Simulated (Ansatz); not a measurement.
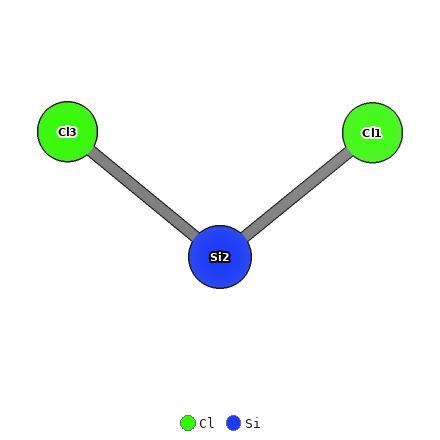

The system is Cl₂Si, SMILES Cl[Si]Cl; the picture shows the reference structure. Coordinates scanned: (1) angle Cl1–Si2–Cl3 (carried through 180); (2) change of the bonds Si2–Cl1, Si2–Cl3, all alike. Nothing is relaxed (all other coordinates rigid). The grid has 15 × 15 points; 120 points were computed and 105 follow by symmetry. Points are written as (first, second). All energies are given in kJ/mol relative to the lowest grid point. All numbers below come from Ansatz, RKS PBE0-D4/def2-TZVP.

Its coordinates:

| atom | x (Å) | y (Å) | z (Å) |
| --- | --- | --- | --- |
| Cl | 0.3699 | 1.6375 | 0.3839 |
| Si | -0.6081 | -0.0474 | -0.3374 |
| Cl | 0.7117 | -1.5532 | 0.2162 |

Range: angle Cl1–Si2–Cl3 (carried through 180) from 83.3 to 276.7°; change of the bonds Si2–Cl1, Si2–Cl3, all alike from −0.229 to 0.353 Å.

> What landscape does the calculation give?

The lowest grid point is at (97.1°, 0.021 Å); the map holds 2 wells of about this depth. It is the only kind of minimum in the scanned range. The highest grid point, (180.0°, −0.229 Å), lies 395 kJ/mol above the lowest. On the interpolated surface the easiest way out of the lowest well to a well of about the same depth near (262.9°, 0.021 Å) passes a barrier of about 182 kJ/mol. Round the minimum the two coordinates are weakly coupled (coupling 0.09 in units of the two stiffnesses).

```tsv
second ↓, first →	83.3	97.1	110.9	124.8	138.6	152.4	166.2	180.0	193.8	207.6	221.4	235.2	249.1	262.9	276.7
0.353	144	126	130	148	173	200	221	230	221	200	173	148	130	126	144
0.312	122	103	108	127	154	183	206	216	206	183	154	127	108	103	122
0.270	102	81	86	107	136	167	193	203	193	167	136	107	86	81	102
0.229	84	61	67	89	120	154	182	193	182	154	120	89	67	61	84
0.187	68	43	49	73	107	143	173	185	173	143	107	73	49	43	68
0.145	54	27	33	59	95	135	168	181	168	135	95	59	33	27	54
0.104	45	14	21	48	87	130	166	180	166	130	87	48	21	14	45
0.062	40	5	11	40	83	129	168	183	168	129	83	40	11	5	40
0.021	39	0	6	37	82	133	174	191	174	133	82	37	6	0	39
−0.021	45	1	6	39	87	141	187	205	187	141	87	39	6	1	45
−0.062	58	7	12	46	97	156	205	225	205	156	97	46	12	7	58
−0.104	80	22	25	60	114	177	232	253	232	177	114	60	25	22	80
−0.145	112	46	46	82	139	207	265	289	265	207	139	82	46	46	112
−0.187	157	81	78	115	174	246	310	336	310	246	174	115	78	81	157
−0.229	217	129	123	159	221	297	366	395	366	297	221	159	123	129	217
```

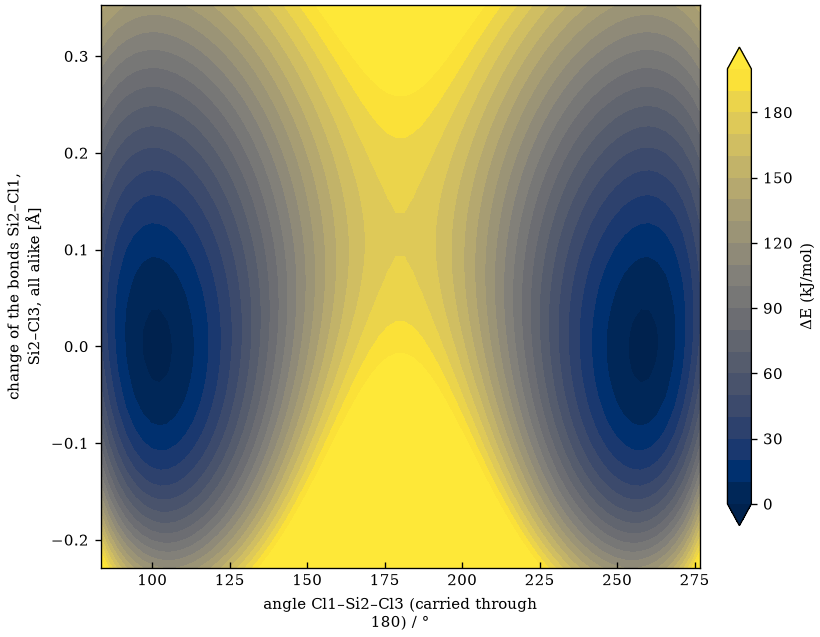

In the figure: filled contours, one colour for all values above the top of the scale. Between grid points the surface is interpolated.

Each point was launched as `ansatz run input.yaml --threads 1 --pin off --max-ram 2560MiB --backend cpu --events-out ev --progress --plain --runs-dir out`. Time for the 120 points that were run: 9.1 min on 1 thread of Arm Neoverse N1, with other jobs on the host.
